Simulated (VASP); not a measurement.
# BiPd (Sobolevskite) under strain, part 2 of 3

Aim: follow the pressure of BiPd (Sobolevskite) through compression, expansion and shear. All runs use LDA. Left out of this account: 1 further run (fields: a reference on another mesh). The start is a cell from a database of measured crystal structures.

VASP 6.6.1; LDA; plane waves and PAW (Bi_d, Pd).

Still holding for the runs below: Spin-orbit coupling is off here; with elements this heavy it splits and shifts levels by tenths of an eV or more.

So far, pressure (GPa): step 2 (bands, cell as listed) -2.67; step 3 (cell volume +4.0 %) -6.25.

## (4) Bands, volume times 1.08

The cell is expanded evenly, with fractional positions held.

Contents of INCAR:

```
SYSTEM = BiPd
PREC = Accurate
ENCUT = 400
EDIFF = 1E-06
NELM = 100
ISMEAR = -1
SIGMA = 0.05
LREAL = .FALSE.
ALGO = Normal
GGA = CA
NBANDS = 39
LASPH = .TRUE.
LORBIT = 11
LWAVE = .FALSE.
LCHARG = .FALSE.
KPAR = 4
```

Contents of POSCAR:

```
BiPd
1.0
    4.3399189527      0.0000000000      0.0000000000
   -2.1699594763      3.7584800634      0.0000000000
    0.0000000000      0.0000000000      5.8378578820
Bi Pd
2 2
Direct
    0.3333333333      0.6666666667      0.2500000000
    0.6666666667      0.3333333333      0.7500000000
    0.0000000000      0.0000000000      0.0000000000
    0.0000000000      0.0000000000      0.5000000000
```

Contents of KPOINTS:

```
Automatic mesh
0
Gamma
8 8 6
0 0 0
```

Contents of KPOINTS_OPT:

```
Line mode
16
Line-mode
Reciprocal
  0.00000000   0.00000000   0.00000000 GAMMA
  0.50000000   0.00000000   0.00000000 M

  0.50000000   0.00000000   0.00000000 M
  0.33333333   0.33333333   0.00000000 K

  0.33333333   0.33333333   0.00000000 K
  0.00000000   0.00000000   0.00000000 GAMMA

  0.00000000   0.00000000   0.00000000 GAMMA
  0.00000000   0.00000000   0.50000000 A

  0.00000000   0.00000000   0.50000000 A
  0.50000000   0.00000000   0.50000000 L

  0.50000000   0.00000000   0.50000000 L
  0.33333333   0.33333333   0.50000000 H

  0.33333333   0.33333333   0.50000000 H
  0.00000000   0.00000000   0.50000000 A

  0.50000000   0.00000000   0.50000000 L
  0.50000000   0.00000000   0.00000000 M

  0.33333333   0.33333333   0.00000000 K
  0.33333333   0.33333333   0.50000000 H
```

PAW data sets: Bi_d and Pd (LDA family, release 64).

The run is started by

```console
$ mpirun -np 4 vasp_std
```

What it wrote:

```text
[... set-up lines as in an earlier step ...]
 entering main loop
       N       E                     dE             d eps       ncg     rms          rms(c)
DAV:   1     0.486351001137E+03    0.48635E+03   -0.20566E+04  3185   0.126E+03
DAV:   2     0.263178459114E+02   -0.46003E+03   -0.43489E+03  3163   0.397E+02
DAV:   3    -0.216533381388E+02   -0.47971E+02   -0.46894E+02  3502   0.132E+02
DAV:   4    -0.234023691855E+02   -0.17490E+01   -0.17457E+01  3647   0.264E+01
DAV:   5    -0.234921890382E+02   -0.89820E-01   -0.89810E-01  4596   0.570E+00    0.562E+00
DAV:   6    -0.232530734097E+02    0.23912E+00   -0.29987E-01  3877   0.417E+00    0.292E+00
DAV:   7    -0.231903984619E+02    0.62675E-01   -0.87901E-02  3990   0.248E+00    0.129E+00
DAV:   8    -0.231769707340E+02    0.13428E-01   -0.56844E-02  3543   0.148E+00    0.367E-01
DAV:   9    -0.231757575053E+02    0.12132E-02   -0.54548E-03  3910   0.643E-01    0.554E-02
DAV:  10    -0.231757294158E+02    0.28089E-04   -0.23653E-04  4406   0.147E-01    0.332E-02
DAV:  11    -0.231757300288E+02   -0.61298E-06   -0.17570E-05  3986   0.237E-02    0.607E-03
DAV:  12    -0.231757302332E+02   -0.20445E-06   -0.14377E-06  2802   0.938E-03
   1 F= -.23175730E+02 E0= -.23166603E+02  d E =-.182549E-01
 Start KPOINTS_OPT (optional k-point list driver)
k-point batch [1-40\144]
       N       E                     dE             ncg
DAV:   1     0.130548288057E+05   -0.26656E+05     3163
DAV:   2    -0.531498058741E+04   -0.18370E+05     3149
DAV:   3    -0.720740544769E+04   -0.18924E+04     3511
DAV:   4    -0.727486704261E+04   -0.67462E+02     3660
DAV:   5    -0.727831815955E+04   -0.34511E+01     4555
DAV:   6    -0.727836967315E+04   -0.51514E-01     4060
DAV:   7    -0.727837089395E+04   -0.12208E-02     4607
DAV:   8    -0.727837091088E+04   -0.16929E-04     3573
DAV:   9    -0.727837091143E+04   -0.55066E-06     2267
[...]
k-point batch [121-144\144]
       N       E                     dE             ncg
DAV:   1     0.237359181128E+05   -0.24781E+05     1902
DAV:   2     0.127358691137E+05   -0.11000E+05     1879
DAV:   3     0.116172528499E+05   -0.11186E+04     2182
DAV:   4     0.115777304015E+05   -0.39522E+02     2138
DAV:   5     0.115756537111E+05   -0.20767E+01     2826
DAV:   6     0.115756255458E+05   -0.28165E-01     2367
DAV:   7     0.115756248993E+05   -0.64643E-03     2819
DAV:   8     0.115756248897E+05   -0.96561E-05     2048
DAV:   9     0.115756248894E+05   -0.29893E-06     1377
```

It took 1.8 min on 4 MPI ranks of AMD EPYC 7R43, shared host; peak memory 0.89 GiB; 7.1 min of CPU time.

From OUTCAR (step 4):

```text
  LATTYP: Found a hexagonal cell.
 ALAT       =     4.3399189527
 C/A-ratio  =     1.3451536643

 Found     40 irreducible k-points:

   ENCUT  =  400.0 eV  29.40 Ry    5.42 a.u.   7.08  7.08  9.52*2*pi/ulx,y,z

   NELECT =      50.0000    total number of electrons

 E-fermi :   7.6552

 k-point     1 :       0.0000    0.0000    0.0000
  band No.  band energies     occupation
    ...
     18       4.6611      2.00000
     19       5.1042      2.00000
     20       5.1042      2.00000
     21       5.8621      2.00000
     22       5.8621      2.00000
     23       7.7230      0.40951
     24       8.5531      0.00000
     25       8.5531      0.00000
     26      10.5181      0.00000
     27      10.6181      0.00000
    ...

 k-point     2 :       0.1250    0.0000    0.0000
  band No.  band energies     occupation
    ...
     20       5.1356      2.00000
     21       5.8452      2.00000
     22       5.8650      2.00000
     23       7.2578      1.99929
     24       7.6539      1.01307
     25       8.1403      0.00012
     26       9.3884      0.00000
     27      10.5266      0.00000
     28      10.7720      0.00000
     29      11.6847      0.00000
    ...

  Total       -5.1123762     -5.1123762     -5.8912422     -0.0000000     -0.0000000     -0.0000000
  in kB      -86.0173373    -86.0173373    -99.1220029     -0.0000000     -0.0000000     -0.0000000
  external PRESSURE =     -90.3855592 kB  Pullay stress =       0.0000000 kB

  energy-cutoff  :      400.00
  volume of cell :       95.22
      direct lattice vectors                 reciprocal lattice vectors
     4.339918953  0.000000000  0.000000000     0.230419050  0.133032500  0.000000000
    -2.169959476  3.758480063  0.000000000     0.000000000  0.266065001  0.000000000
     0.000000000  0.000000000  5.837857882     0.000000000  0.000000000  0.171295708

 POSITION                                       TOTAL-FORCE (eV/Angst)
 -----------------------------------------------------------------------------------
     -0.00000      2.50565      1.45946         0.000000     -0.000000      0.000000
      2.16996      1.25283      4.37839        -0.000000      0.000000      0.000000
      0.00000      0.00000      0.00000        -0.000000      0.000000      0.000000
      0.00000      0.00000      2.91893        -0.000000      0.000000      0.000000
 -----------------------------------------------------------------------------------
    total drift:                                0.000000     -0.000000      0.000000

  FREE ENERGIE OF THE ION-ELECTRON SYSTEM (eV)
  ---------------------------------------------------
  free  energy   TOTEN  =       -23.1757302332 eV

  energy  without entropy=      -23.1574753786  energy(sigma->0) =      -23.16660281

 total charge
# of ion       s       p       d       tot
------------------------------------------
    1        1.508   1.310   9.938  12.756
    2        1.508   1.310   9.938  12.756
    3        0.451   0.368   8.588   9.408
    4        0.451   0.368   8.588   9.408
--------------------------------------------------
tot          3.918   3.357  37.053  44.327

[... 5 parts as in an earlier step ...]

[... 6 further parts left out ...]
```

Numbers from this step:

- free energy (TOTEN): -23.18 eV
- energy at zero smearing: -23.17 eV
- Fermi energy: 7.655 eV
- pressure: -9.039 GPa

The electronic bands at the labelled points (eV, zero at the Fermi level; # counts the bands kept, so #1 is VASP's band 13):

```tsv
point	#10	#11	#12	#13	#14	#15	#16	#17
Γ	-1.79	0.07	0.90	0.90	2.86	2.96	2.96	3.03
M	-1.88	-1.77	-1.76	-1.74	-1.28	1.62	3.82	4.44
K	-1.82	-1.71	-1.18	-0.08	-0.08	0.27	0.27	3.41
Γ	-1.79	0.07	0.90	0.90	2.86	2.96	2.96	3.03
A	-2.52	-0.85	-0.85	2.26	2.26	2.26	2.26	5.01
L	-2.37	-2.11	-2.11	0.75	0.75	1.40	1.40	4.54
H	-2.47	-1.92	-1.92	-1.33	-1.33	3.75	3.75	6.01
A	-2.52	-0.85	-0.85	2.26	2.26	2.26	2.26	5.01
jump to L	-2.37	-2.11	-2.11	0.75	0.75	1.40	1.40	4.54
M	-1.88	-1.77	-1.76	-1.74	-1.28	1.62	3.82	4.44
jump to K	-1.82	-1.71	-1.18	-0.08	-0.08	0.27	0.27	3.41
H	-2.47	-1.92	-1.92	-1.33	-1.33	3.75	3.75	6.01
```

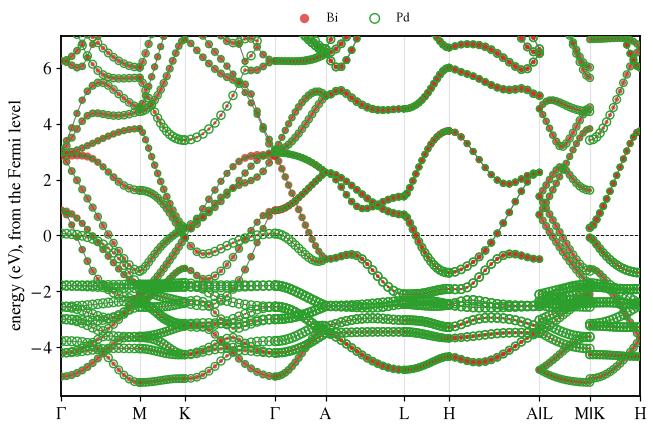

Electronic bands along the path; dots are coloured as in the legend, and their area grows with the weight.

 The pressure is -9.04 GPa.

For the pressure, step 2 gave -2.67 GPa; this run, with cell volume +8.0 %, gives -9.04 GPa.

## (5) Bands, sheared, principal strains -1.7, +0.1, +1.6 %

The cell is sheared at fixed volume, which lowers its symmetry.

INCAR is that of step 4.

Contents of POSCAR:

```
BiPd
1.0
    4.1655240000      0.0028300000     -0.0227270000
   -2.0803110000      3.6950480000      0.0408700000
   -0.0305710000      0.0458310000      5.7267510000
Bi Pd
2 2
Direct
    0.3333333333      0.6666666667      0.2500000000
    0.6666666667      0.3333333333      0.7500000000
    0.0000000000      0.0000000000      0.0000000000
    0.0000000000      0.0000000000      0.5000000000
```

KPOINTS is that of step 4.

Contents of KPOINTS_OPT:

```
Line mode
16
Line-mode
Reciprocal
  0.00000000   0.00000000  -0.50000000 X
  0.00000000   0.00000000   0.00000000 GAMMA

  0.00000000   0.00000000   0.00000000 GAMMA
  0.50000000   0.00000000   0.00000000 Y

  0.50000000   0.00000000  -0.50000000 L
  0.00000000   0.00000000   0.00000000 GAMMA

  0.00000000   0.00000000   0.00000000 GAMMA
  0.00000000  -0.50000000   0.00000000 Z

  0.00000000  -0.50000000  -0.50000000 N
  0.00000000   0.00000000   0.00000000 GAMMA

  0.00000000   0.00000000   0.00000000 GAMMA
  0.50000000  -0.50000000   0.00000000 M

  0.50000000  -0.50000000  -0.50000000 R
  0.00000000   0.00000000   0.00000000 GAMMA
```

The run is started by

```console
$ mpirun -np 4 vasp_std
```

What it wrote:

```text
[... set-up lines as in an earlier step ...]
 entering main loop
       N       E                     dE             d eps       ncg     rms          rms(c)
DAV:   1     0.490358302278E+03    0.49036E+03   -0.20596E+04 15607   0.130E+03
DAV:   2     0.258501709396E+02   -0.46451E+03   -0.43944E+03 15379   0.402E+02
DAV:   3    -0.219611614833E+02   -0.47811E+02   -0.46799E+02 17271   0.133E+02
DAV:   4    -0.236658736052E+02   -0.17047E+01   -0.17020E+01 17836   0.262E+01
DAV:   5    -0.237519618273E+02   -0.86088E-01   -0.86079E-01 22618   0.563E+00    0.714E+00
DAV:   6    -0.235040299285E+02    0.24793E+00   -0.34132E-01 18440   0.453E+00    0.375E+00
DAV:   7    -0.234349466971E+02    0.69083E-01   -0.93184E-02 19893   0.281E+00    0.163E+00
DAV:   8    -0.234185784018E+02    0.16368E-01   -0.61907E-02 18154   0.158E+00    0.334E-01
DAV:   9    -0.234174023322E+02    0.11761E-02   -0.58841E-03 19627   0.681E-01    0.525E-02
DAV:  10    -0.234173792286E+02    0.23104E-04   -0.24740E-04 21513   0.156E-01    0.352E-02
DAV:  11    -0.234173789912E+02    0.23741E-06   -0.24266E-05 19611   0.472E-02    0.162E-02
DAV:  12    -0.234173785171E+02    0.47404E-06   -0.50776E-06 16710   0.241E-02
   1 F= -.23417379E+02 E0= -.23408985E+02  d E =-.167864E-01
 Start KPOINTS_OPT (optional k-point list driver)
k-point batch [1-112\112]
       N       E                     dE             ncg
DAV:   1     0.505384904242E+05   -0.27624E+05     8854
DAV:   2    -0.125973946587E+04   -0.51798E+05     8883
DAV:   3    -0.664921918011E+04   -0.53895E+04     9657
DAV:   4    -0.684714523564E+04   -0.19793E+03    10308
DAV:   5    -0.685679616432E+04   -0.96509E+01    12687
DAV:   6    -0.685692229224E+04   -0.12613E+00    11249
DAV:   7    -0.685692635408E+04   -0.40618E-02    12838
DAV:   8    -0.685692639495E+04   -0.40870E-04     9670
DAV:   9    -0.685692639657E+04   -0.16233E-05     6140
DAV:  10    -0.685692639713E+04   -0.56158E-06     6629
```

It took 3.6 min on 4 MPI ranks; peak memory 2.4 GiB.

From OUTCAR (step 5):

```text
   k-points           NKPTS =    196   k-points in BZ     NKDIM =    196   number of bands    NBANDS=     39

   ENCUT  =  400.0 eV  29.40 Ry    5.42 a.u.   6.79  6.92  9.34*2*pi/ulx,y,z

   NELECT =      50.0000    total number of electrons

 E-fermi :   8.7740

 k-point     1 :       0.0000    0.0000    0.0000
  band No.  band energies     occupation
    ...
     19       5.8925      2.00000
     20       5.9150      2.00000
     21       6.7195      2.00000
     22       6.7202      2.00000
     23       8.7905      0.83672
     24       9.6529      0.00000
     25       9.8024      0.00000
     26      11.8162      0.00000
     27      11.8446      0.00000
     28      11.9464      0.00000
    ...

  Total       -0.6128144     -1.5052685     -2.1668659     -0.0413005     -0.3435315      0.2602266
  in kB      -11.1356580    -27.3527420    -39.3748515     -0.7504853     -6.2424262      4.7286661
  external PRESSURE =     -25.9544171 kB  Pullay stress =       0.0000000 kB

 POSITION                                       TOTAL-FORCE (eV/Angst)
 -----------------------------------------------------------------------------------
     -0.00601      2.47577      1.45136         0.012872     -0.136665      0.012656
      2.06065      1.26794      4.29354        -0.012872      0.136665     -0.012656
      0.00000      0.00000      0.00000        -0.000000      0.000000     -0.000000
     -0.01529      0.02292      2.86338         0.000000     -0.000000      0.000000
 -----------------------------------------------------------------------------------
    total drift:                                0.000000     -0.000000     -0.000000

  FREE ENERGIE OF THE ION-ELECTRON SYSTEM (eV)
  ---------------------------------------------------
  free  energy   TOTEN  =       -23.4173785171 eV

  energy  without entropy=      -23.4005921415  energy(sigma->0) =      -23.40898533

[... 1 part as in an earlier step ...]

[... 14 further parts left out ...]
```

The path and its labels are those of the sheared lattice, so a letter need not mean the same point as in the unstrained cell.

This step gave:

```yaml
irreducible_k_points: 196
symmetry_operations: 2
free_energy_toten: -23.42 eV
energy_at_zero_smearing: -23.41 eV
fermi_energy: 8.774 eV
pressure: -2.595 GPa
```

Electronic bands along the path, in eV, zero at the Fermi level; # counts the bands kept, so #1 is VASP's band 13:

```tsv
point	#9	#10	#11	#12	#13	#14	#15	#16
X	-2.84	-2.83	-0.83	-0.82	2.31	2.41	2.52	2.60
Γ	-2.05	-2.05	0.02	0.88	1.03	3.04	3.07	3.17
Y	-2.40	-2.16	-2.02	-2.00	-1.98	-1.22	1.72	4.11
jump to L	-2.68	-2.67	-2.36	-2.36	0.70	0.70	1.56	1.57
Γ	-2.05	-2.05	0.02	0.88	1.03	3.04	3.07	3.17
Z	-2.47	-2.16	-2.02	-2.01	-1.80	-1.26	1.67	4.27
jump to N	-2.67	-2.67	-2.43	-2.40	0.85	0.88	1.64	1.67
Γ	-2.05	-2.05	0.02	0.88	1.03	3.04	3.07	3.17
M	-2.36	-2.16	-2.03	-2.02	-1.98	-1.21	1.72	4.12
jump to R	-2.68	-2.66	-2.38	-2.34	0.68	0.70	1.54	1.56
Γ	-2.05	-2.05	0.02	0.88	1.03	3.04	3.07	3.17
```

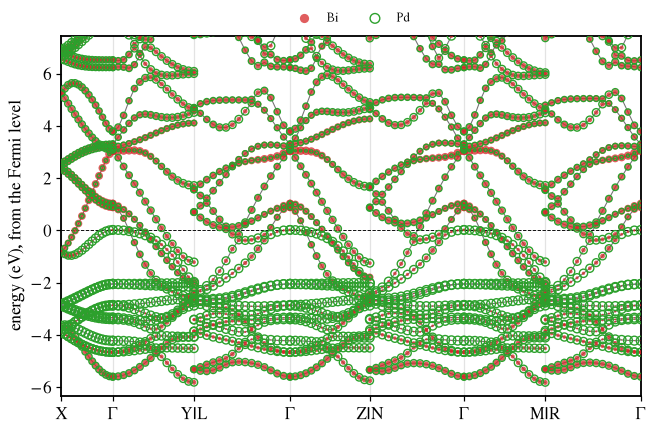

Electronic bands along the path; dots are coloured as in the legend, and their area grows with the weight.

Force by atom:

```tsv
atom	x (eV/Å)	y (eV/Å)	z (eV/Å)	size
Bi1	0.013	-0.137	0.013	0.138
Bi2	-0.013	0.137	-0.013	0.138
Pd3	0.000	0.000	0.000	0.000
Pd4	0.000	0.000	0.000	0.000
```

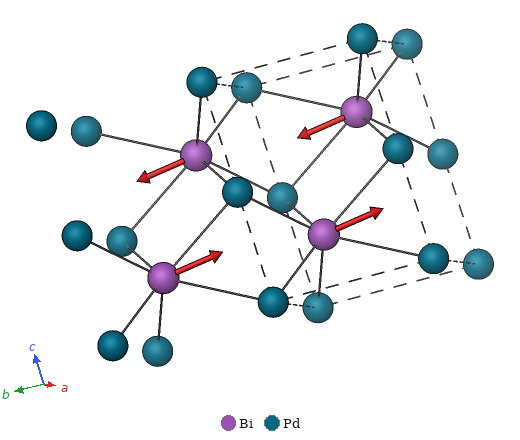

Force as arrows, the longest 0.138 eV/Å. Bonds to atoms that aren't drawn are left out. 1×2×1 cells are drawn. Some periodic images of atoms are drawn too.

 The pressure is -2.60 GPa, and the symmetry operations fall from 24 to 2.

(Continued in part 3 of 3.)

[Lines on the potential files, build, host, timing and source positions are cut from VASP's logs without a mark.]

[Logs are printed without paths, hosts, clocks, repeated set-up lines and the standing remarks that a program may print on its own settings, such as how far it seeks lower states.]

[Hosts, paths, dates, database ids (printed as entryN), source tags and the programs' standing remarks are cut or masked in the printed files.]

[A measured line is paired with the nearest computed mode of its activity, which favours agreement.]
